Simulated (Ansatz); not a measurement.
Potential energy curve for H3B3Cl3N3, SMILES ClB1NB(Cl)NB(Cl)N1. The N3–H12 bond (N3 also carries B, B; H12 carries nothing else) is stretched with both fragments frozen at the PBE0/def2-SVP optimised geometry.

- RKS-PBE = restricted PBE/cc-pVDZ (Ansatz, a first-principles code)
- RKS-PBE0 = restricted PBE0/cc-pVDZ run with Ansatz
- UKS-PBE = unrestricted PBE/cc-pVDZ in Ansatz
- UKS-PBE0 = unrestricted PBE0/cc-pVDZ in Ansatz
- UCCSD(T) = CCSD(T) on UHF/cc-pVDZ, frozen core in Ansatz

Cost and agreement with UCCSD(T) over the 16 points of the scan, with UCCSD(T) as yardstick. Costs are rough ratios of core time within Ansatz on shared cores, each with its mean field (Kohn-Sham runs search longer for lower solutions than correlated ones do); the miss is the largest difference from UCCSD(T) of the curve after the mean shift, in eV.

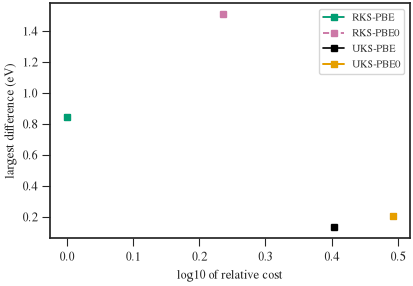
Figure. Miss against cost, one point a level.

```
level     relative cost  largest difference
--------  -------------  ------------------
RKS-PBE               1               0.845
RKS-PBE0              2               1.508
UKS-PBE               3               0.131
UKS-PBE0              3               0.201
```

Costs within a factor of two of each other count as equal.

The restricted form behind RKS-PBE, RKS-PBE0 keeps the bonding electrons paired and can't separate into open-shell fragments. The unrestricted determinant behind UKS-PBE is spin-contaminated at 2.15 to 2.96 Å (<S²> up to 0.9, against 0.00 for a pure singlet). The unrestricted determinant behind UKS-PBE0 is spin-contaminated at 1.89 to 2.96 Å (<S²> up to 1.0, against 0.00 for a pure singlet). The unrestricted determinant behind UCCSD(T) is spin-contaminated at 1.66 to 2.96 Å (<S²> up to 1.0, against 0.00 for a pure singlet).
